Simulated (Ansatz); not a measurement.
The calculation's input:

```
crystal:
  periodic: [false, false, false]
  atoms:
    - {symbol: Cl, position_ang: [-0.435266, 0.705045, -2.116395]}
    - {symbol: F, position_ang: [-0.266785, -2.444751, 1.555712]}
    - {symbol: O, position_ang: [-1.551977, -1.605421, -0.408821]}
    - {symbol: Si, position_ang: [-1.097147, -3.157520, 0.365201]}
    - {symbol: Si, position_ang: [-1.768085, -0.148166, -0.955069]}
    - {symbol: H, position_ang: [-3.004205, 0.583588, -0.636229]}
basis:
  gaussian:
    orbitals: def2-TZVPD
total_charge: 1
hamiltonian:
  xc: pbe0
output: {forces: true, orbitals: {seedname: orbitals}}
```

Run with:

```sh
ansatz run input.yaml --threads 1 --pin off --max-ram 2610MiB --events-out events.jsonl --progress --plain --runs-dir runs
```

Geometry: PBE0-D3(BJ)/pcseg-1.

Computed with isolated molecule in a Gaussian basis; Kohn-Sham density functional theory, functional PBE0 (Ansatz 0.2.0).

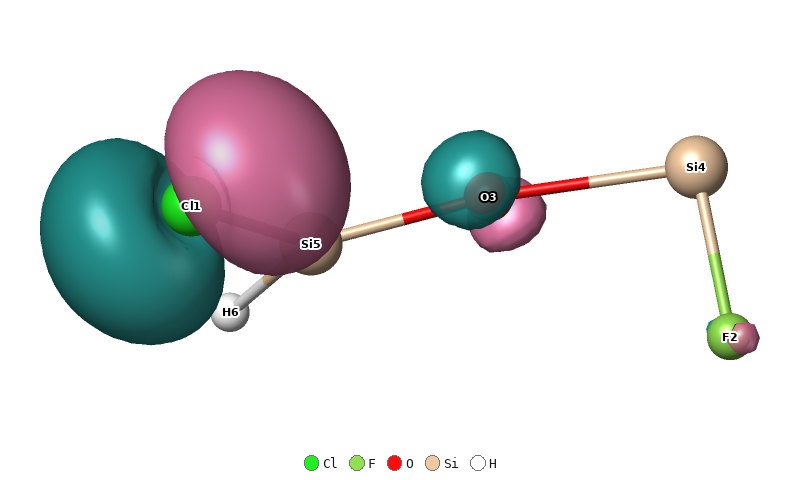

ClFHOSi$_{2}$ (SMILES F[Si]O[SiH+]Cl) (charge +1). The HOMO−1 at ±0.2 Å⁻³ᐟ² (teal and pink are the two phases), seen from one side.

Q: Where does this orbital lie, and at what energy?

A: Its weight (Hirshfeld) is mainly on Cl1 (about 80 %) and O3 (about 5 %); largely a lone pair of Cl1. Its energy is −15.59 eV.
